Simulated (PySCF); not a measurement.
The calculation's input:

```
{"job": {"kind": "nmr", "xc": "PBE0", "basis": "pcSseg-1"}, "charge": 0, "multiplicity": 1}
C     -1.391933    -1.326815    -0.398778
B     -1.260789     0.115431     0.232741
C     -2.469171     1.129369     0.147720
C      0.087495     0.550543     0.897224
C      0.875856    -0.568314     1.490166
C      1.944437    -1.134046     0.930266
Si     2.601994    -0.393069    -0.665442
Si     1.101972     1.355468    -0.554459
H     -0.489783    -1.617968    -0.935935
H     -2.238143    -1.438675    -1.073482
H     -1.516733    -2.068096     0.391918
H     -2.768581     1.290355    -0.887646
H     -3.347954     0.724401     0.649702
H     -2.263303     2.104055     0.585196
H     -0.085385     1.305868     1.668960
H      0.492351    -0.938582     2.437330
H      2.416737    -1.975207     1.419215
H      2.458052    -1.315350    -1.802769
H      4.036886    -0.091530    -0.560660
H      1.553663     2.679011    -0.094514
H      0.253413     1.630095    -1.722521
```

Command:

```sh
OMP_NUM_THREADS=1 python probes_run.py task.json out
```

Geometry: GFN2-xTB.

These are results of PBE0/pcSseg-1, SCF density, gas phase, non-relativistic (PySCF 2.14.0), not measurements.

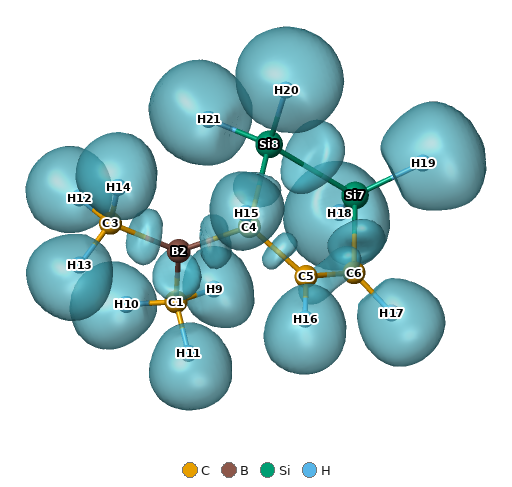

C5H13BSi2. Isosurface of the electron localisation function at 0.85 (cyan), seen at a tilt. Only the valence region is drawn (cores and ρ < 0.01 e/Å³ removed).

Question: Describe the localisation domains.

Answer: The surface consists of three regions between bonded B–C atoms (shared pairs), two regions between bonded C–C atoms (shared pairs), two regions between bonded C–Si atoms (shared pairs), one region between bonded Si–Si atoms (shared pairs) and 13 regions around hydrogen nuclei. Profiles from the grid: C–C (1.33 Å): the ELF peaks at about 0.90 between the atoms (a short, multiple covalent bond). C–B (1.56 Å): the ELF peaks at about 0.95 between the atoms, as expected for a covalent bond.
